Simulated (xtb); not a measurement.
**Geometry relaxation of CH4O3W (part 1 of 2)**

CH4O3W, SMILES [CH3][W](=[O])(=[O])[OH], computed with GFN2-xTB (xtb 6.7.1 later snapshot).

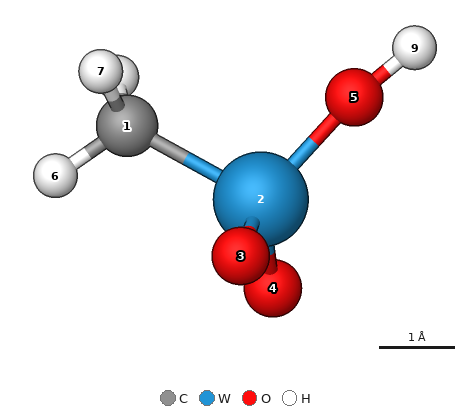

**Figure 1.** The starting structure (ball-and-stick view, seen on its broad side; atoms are numbered from 1 in the order of the input). Sticks mark near contacts. Bond lengths as drawn: C–H 1.14 to 1.16 Å, C–W 2.07 Å, H–O 1.04 Å and O–W 1.54 to 1.85 Å.

Input (coord)
```
$coord
     -1.586916410416     -1.424475552743     -0.990707818096  c
      1.669932079071      0.215315394640      0.433068535980  w
      2.672526274491     -1.754157172445      2.339934476557  o
      3.773083872212      0.354833874421     -2.157613700053  o
      0.561891165896      3.295890231221      1.637485481511  o
     -1.364249981151     -3.471823733424     -1.765136481229  h
     -3.108297118829     -1.901971549913      0.453420886343  h
     -2.787440520129     -0.440457365128     -2.483799326424  h
      0.204959695477      5.106531317531      2.319223078231  h
$end
```

Run on 1 thread of Arm Neoverse V1, 24 GiB of memory available, shared host.

Run as:
```bash
xtb coord --gfn2 --opt crude | tee coord.out
```

What the program printed
```
* xtb version 6.7.1
   ID    Z sym.   atoms
    1    6 c      1
    2   74 w      2
    3    8 o      3-5
    4    1 h      6-9

           -------------------------------------------------
          |                Calculation Setup                |
           -------------------------------------------------

          program call               : xtb coord --gfn2 --opt crude
          coordinate file            : coord
          omp threads                :                     1

           -------------------------------------------------
          |                 G F N 2 - x T B                 |
           -------------------------------------------------

      * Hamiltonian:
        H0-scaling (s, p, d)           1.850000    2.230000    2.230000
        zeta-weighting                 0.500000
      * Dispersion:
        s8                             2.700000
        a1                             0.520000
        a2                             5.000000
        s9                             5.000000
      * Repulsion:
        kExp                           1.500000    1.000000
        rExp                           1.000000
      * Coulomb:
        alpha                          2.000000
        third order                    shell-resolved
        anisotropic                    true
        a3                             3.000000
        a5                             4.000000
        cn-shift                       1.200000
        cn-exp                         4.000000
        max-rad                        5.000000

          ...................................................
          :                      SETUP                      :
          :.................................................:
          :  # basis functions                  30          :
          :  # atomic orbitals                  29          :
          :  # shells                           15          :
          :  # electrons                        32          :
          :  max. iterations                   250          :
          :  Hamiltonian                  GFN2-xTB          :
          :  restarted?                      false          :
          :  GBSA solvation                  false          :
          :  PC potential                    false          :
          :  electronic temp.          300.0000000     K    :
          :  accuracy                    1.0000000          :
          :  -> integral cutoff          0.2500000E+02      :
          :  -> integral neglect         0.1000000E-07      :
          :  -> SCF convergence          0.1000000E-05 Eh   :
          :  -> wf. convergence          0.1000000E-03 e    :
          :  Broyden damping             0.4000000          :
          :  net charge                          0          :
          :  unpaired electrons                  0          :
          ...................................................

 iter      E             dE          RMSdq      gap      omega  full diag
   1     -7.0016594 -0.700166E+01  0.240E+01    1.37       0.0  T
   2    -10.2764482 -0.327479E+01  0.315E+01   11.58       1.0  T
   3    -14.7297164 -0.445327E+01  0.170E+01    9.63       1.0  T
   4    -16.9732815 -0.224357E+01  0.131E+01    6.79       1.0  T
   5    -17.4847382 -0.511457E+00  0.112E+01    6.21       1.0  T
   6    -17.8755847 -0.390846E+00  0.105E+01    5.75       1.0  T
   7    -18.6585416 -0.782957E+00  0.610E+00    4.70       1.0  T
   8    -18.9462512 -0.287710E+00  0.243E+00    3.72       1.0  T
   9    -18.7684018  0.177849E+00  0.446E+00    3.03       1.0  T
  10    -18.7879613 -0.195595E-01  0.415E+00    3.08       1.0  T
  11    -18.9244124 -0.136451E+00  0.178E+00    3.56       1.0  T
  12    -18.9043586  0.200538E-01  0.228E+00    4.35       1.0  T
  13    -18.9553668 -0.510082E-01  0.825E-01    3.86       1.0  T
  14    -18.8992147  0.561521E-01  0.261E+00    4.52       1.0  T
  15    -18.9521080 -0.528933E-01  0.778E-01    4.17       1.0  T
  16    -18.9565421 -0.443406E-02  0.493E-01    4.09       1.0  T
  17    -18.9566102 -0.680943E-04  0.341E-01    4.10       1.0  T
  18    -18.9577008 -0.109061E-02  0.158E-01    4.05       1.0  T
  19    -18.9579428 -0.242006E-03  0.104E-02    4.02       3.2  T
  20    -18.9579428 -0.186926E-07  0.112E-02    4.02       3.0  T
  21    -18.9579431 -0.289925E-06  0.832E-03    4.02       4.0  T
  22    -18.9579427  0.466588E-06  0.670E-03    4.03       5.0  T
  23    -18.9579432 -0.533271E-06  0.417E-04    4.02      80.0  T
  24    -18.9579432  0.268411E-08  0.676E-04    4.02      49.3  T

   *** convergence criteria satisfied after 24 iterations ***

         #    Occupation            Energy/Eh            Energy/eV
      -------------------------------------------------------------
         1        2.0000           -0.7670801             -20.8733
       ...           ...                  ...                  ...
        10        2.0000           -0.4568829             -12.4324
        11        2.0000           -0.4474288             -12.1752
        12        2.0000           -0.4431699             -12.0593
        13        2.0000           -0.4207988             -11.4505
        14        2.0000           -0.4070784             -11.0772
        15        2.0000           -0.3978202             -10.8252
        16        2.0000           -0.3916212             -10.6566 (HOMO)
        17                         -0.2437615              -6.6331 (LUMO)
        18                         -0.2099088              -5.7119
        19                         -0.1409676              -3.8359
        20                         -0.1315385              -3.5793
        21                         -0.0917950              -2.4979
       ...                                ...                  ...
        29                          0.7251971              19.7336
      -------------------------------------------------------------
                  HL-Gap            0.1478597 Eh            4.0235 eV
             Fermi-level           -0.3176913 Eh           -8.6448 eV

 SCC (total)                   0 d,  0 h,  0 min,  0.007 sec
 SCC setup                      ...        0 min,  0.000 sec (  1.026%)
 Dispersion                     ...        0 min,  0.000 sec (  0.587%)
 classical contributions        ...        0 min,  0.000 sec (  0.104%)
 integral evaluation            ...        0 min,  0.001 sec ( 10.266%)
 iterations                     ...        0 min,  0.005 sec ( 69.351%)
 molecular gradient             ...        0 min,  0.001 sec ( 17.624%)
 printout                       ...        0 min,  0.000 sec (  0.868%)

         :::::::::::::::::::::::::::::::::::::::::::::::::::::
         ::                     SUMMARY                     ::
         :::::::::::::::::::::::::::::::::::::::::::::::::::::
         :: total energy             -18.823335679270 Eh    ::
         :: gradient norm              0.296081754575 Eh/a0 ::
         :: HOMO-LUMO gap              4.023467111099 eV    ::
         ::.................................................::
         :: SCC energy               -18.957937228440 Eh    ::
         :: -> isotropic ES            0.005663391338 Eh    ::
         :: -> anisotropic ES          0.008454343016 Eh    ::
         :: -> anisotropic XC          0.001792286494 Eh    ::
         :: -> dispersion             -0.005192627224 Eh    ::
         :: repulsion energy           0.134601549170 Eh    ::
         :: add. restraining           0.000000000000 Eh    ::
         :: total charge              -0.000000000000 e     ::
         :::::::::::::::::::::::::::::::::::::::::::::::::::::

      -----------------------------------------------------------
     |                   =====================                   |
     |                        A N C O P T                        |
     |                   =====================                   |
     |               Approximate Normal Coordinate               |
     |                Rational Function Optimizer                |
      -----------------------------------------------------------

          ...................................................
          :                      SETUP                      :
          :.................................................:
          :   optimization level             crude          :
          :   max. optcycles                   200          :
          :   ANC micro-cycles                  20          :
          :   degrees of freedom                21          :
          :.................................................:
          :   RF solver                   davidson          :
          :   write xtbopt.log                true          :
          :   linear?                        false          :
          :   energy convergence         0.5000000E-03 Eh   :
          :   grad. convergence          0.1000000E-01 Eh/α :
          :   maximum RF displ.          1.0000000          :
          :   Hlow (freq-cutoff)         0.1000000E-01      :
          :   Hmax (freq-cutoff)         5.0000000          :
          :   S6 in model hess.         20.0000000          :
          ...................................................

generating ANC from exact Hessian ...
Using Lindh-Hessian (1995)
 Shifting diagonal of input Hessian by    9.6851832215129711E-003
 Lowest  eigenvalues of input Hessian
    0.000000    0.000000    0.000000    0.000000    0.000000    0.000000
    0.010000    0.013217    0.014566    0.018790    0.024562    0.028973
    0.036952    0.061326    0.073094    0.080758    0.095864    0.121218
 Highest eigenvalues
    0.729708    0.800037    0.856707    0.957639    1.310619    2.020981

........................................................................
.............................. CYCLE    1 ..............................
........................................................................

 iter      E             dE          RMSdq      gap      omega  full diag
   1    -18.9579432 -0.189579E+02  0.204E-04    4.02       0.0  T
   2    -18.9579432  0.241983E-08  0.727E-04    4.02      45.8  T
   3    -18.9579432 -0.265308E-08  0.153E-04    4.02     218.6  T
     SCC iter.                  ...        0 min,  0.001 sec
     gradient                   ...        0 min,  0.001 sec
 * total energy  :   -18.8233357 Eh     change       -0.3683255E-08 Eh
   gradient norm :     0.2960825 Eh/α   predicted     0.0000000E+00 (-100.00%)
   displ. norm   :     0.2587098 α      lambda       -0.5697223E-01
   maximum displ.:     0.1246068 α      in ANC's #21, #16, #14, ...

........................................................................
.............................. CYCLE    2 ..............................
........................................................................

 iter      E             dE          RMSdq      gap      omega  full diag
   1    -18.9627831 -0.189628E+02  0.856E-01    3.92       0.0  T
   2    -18.9456753  0.171077E-01  0.256E+00    4.20       1.0  T
   3    -18.9640471 -0.183718E-01  0.861E-01    4.05       1.0  T
   4    -18.9650133 -0.966160E-03  0.353E-01    4.02       1.0  T
   5    -18.9648768  0.136523E-03  0.314E-01    3.99       1.0  T
   6    -18.9646364  0.240422E-03  0.331E-01    4.07       1.0  T
   7    -18.9649075 -0.271200E-03  0.187E-01    4.05       1.0  T
   8    -18.9651218 -0.214258E-03  0.171E-02    4.02       1.9  T
   9    -18.9651219 -0.118127E-06  0.188E-02    4.02       1.8  T
  10    -18.9651220 -0.539254E-07  0.110E-02    4.03       3.0  T
  11    -18.9651222 -0.198641E-06  0.829E-03    4.03       4.0  T
  12    -18.9651224 -0.209152E-06  0.188E-03    4.03      17.8  T
  13    -18.9651224  0.609394E-08  0.155E-03    4.03      21.6  T
  14    -18.9651224 -0.739078E-08  0.916E-04    4.03      36.4  T
  15    -18.9651224 -0.821928E-08  0.327E-04    4.03     101.9  T
     SCC iter.                  ...        0 min,  0.003 sec
     gradient                   ...        0 min,  0.001 sec
 * total energy  :   -18.8571619 Eh     change       -0.3382618E-01 Eh
   gradient norm :     0.0749271 Eh/α   predicted    -0.3039272E-01 ( -10.15%)
   displ. norm   :     0.1459068 α      lambda       -0.6556053E-02
   maximum displ.:     0.0541600 α      in ANC's #16, #6, #12, ...

........................................................................
.............................. CYCLE    3 ..............................
........................................................................

 iter      E             dE          RMSdq      gap      omega  full diag
   1    -18.9757824 -0.189758E+02  0.634E-01    4.03       0.0  T
   2    -18.9720778  0.370464E-02  0.193E+00    4.00       1.0  T
   3    -18.9761738 -0.409605E-02  0.201E-01    4.02       1.0  T
   4    -18.9761497  0.240906E-04  0.236E-01    4.02       1.0  T
   5    -18.9762296 -0.798698E-04  0.677E-02    4.02       1.0  T
   6    -18.9761588  0.708440E-04  0.210E-01    4.02       1.0  T
   7    -18.9762320 -0.732244E-04  0.129E-02    4.02       2.6  T
   8    -18.9762315  0.499072E-06  0.226E-02    4.02       1.5  T
   9    -18.9762322 -0.678200E-06  0.627E-03    4.02       5.3  T
  10    -18.9762318  0.372539E-06  0.444E-03    4.02       7.5  T
  11    -18.9762320 -0.202857E-06  0.520E-03    4.02       6.4  T
  12    -18.9762321 -0.890012E-07  0.421E-03    4.02       7.9  T
  13    -18.9762322 -0.898111E-07  0.291E-03    4.02      11.4  T
  14    -18.9762323 -0.805597E-07  0.608E-04    4.02      54.8  T
  15    -18.9762323 -0.163201E-08  0.101E-04    4.02     330.5  T
     SCC iter.                  ...        0 min,  0.003 sec
     gradient                   ...        0 min,  0.001 sec
 * total energy  :   -18.8609198 Eh     change       -0.3757974E-02 Eh
   gradient norm :     0.0154084 Eh/α   predicted    -0.3347813E-02 ( -10.91%)
   displ. norm   :     0.0969240 α      lambda       -0.5207766E-03
   maximum displ.:     0.0610978 α      in ANC's #4, #1, #8, ...

........................................................................
.............................. CYCLE    4 ..............................
........................................................................

 iter      E             dE          RMSdq      gap      omega  full diag
   1    -18.9759218 -0.189759E+02  0.257E-01    4.00       0.0  T
   2    -18.9753399  0.581938E-03  0.766E-01    3.98       1.0  T
   3    -18.9759696 -0.629781E-03  0.123E-01    3.99       1.0  T
   4    -18.9759657  0.396235E-05  0.134E-01    3.99       1.0  T
   5    -18.9759845 -0.188176E-04  0.419E-02    3.99       1.0  T
   6    -18.9759787  0.577142E-05  0.698E-02    3.99       1.0  T
   7    -18.9759871 -0.834853E-05  0.452E-03    3.99       7.4  T
   8    -18.9759870  0.337051E-07  0.445E-03    3.99       7.5  T
   9    -18.9759871 -0.476047E-07  0.314E-03    3.99      10.6  T
  10    -18.9759870  0.822785E-07  0.286E-03    3.99      11.6  T
  11    -18.9759871 -0.672664E-07  0.182E-03    3.99      18.3  T
  12    -18.9759871 -0.258602E-07  0.987E-04    3.99      33.8  T
  13    -18.9759871 -0.675949E-08  0.192E-04    3.99     173.9  T
     SCC iter.                  ...        0 min,  0.002 sec
     gradient                   ...        0 min,  0.001 sec
 * total energy  :   -18.8612302 Eh     change       -0.3103911E-03 Eh
   gradient norm :     0.0049894 Eh/α   predicted    -0.2628348E-03 ( -15.32%)
   displ. norm   :     0.0710334 α      lambda       -0.1170419E-03
   maximum displ.:     0.0572351 α      in ANC's #4, #2, #1, ...

   *** GEOMETRY OPTIMIZATION CONVERGED AFTER 4 ITERATIONS ***
```
